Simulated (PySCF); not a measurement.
SMILES CN([SiH2]/C=[CH]/[GeH3])C (C4H13GeNSi) at its GFN2-xTB optimised geometry (Å):

```
20

Si     2.3269    -0.2842     0.9796
N      2.9847     0.5997     2.3060
C      3.1569     0.0152     3.6112
C      2.8795     2.0359     2.3614
C      0.4344    -0.3222     0.9242
C     -0.3239     0.2624     0.0000
Ge    -2.2670     0.2624     0.0000
H      2.8197     0.3940    -0.2222
H      2.8306    -1.6504     1.1364
H      3.2822    -1.0603     3.5190
H      2.2991     0.2129     4.2667
H      4.0487     0.4329     4.0882
H      2.8191     2.4392     1.3539
H      1.9920     2.3607     2.9194
H      3.7621     2.4532     2.8550
H     -0.0751    -0.8283     1.7405
H      0.1590     0.7736    -0.8252
H     -2.7999    -0.4464     1.2039
H     -2.8290    -0.4110    -1.2131
H     -2.8306     1.6504     0.0000
```

Computed with PySCF with CAM-B3LYP/def2-SVP. Cells within 0.4 Å of a nucleus heavier than hydrogen are left out (blank, or x).

Map of the Laplacian of the electron density (e/bohr⁵), clipped to [-1.50, 1.50] on the plane z = 1.0 Å:

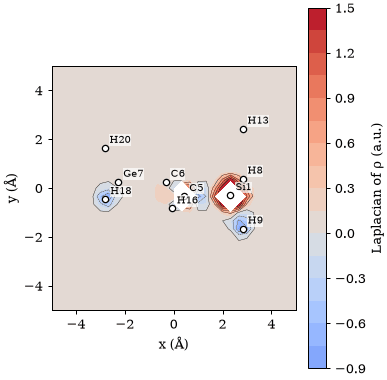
*Laplacian of the electron density (e/bohr⁵), clipped to [-1.50, 1.50] on the plane z = 1.0 Å.*
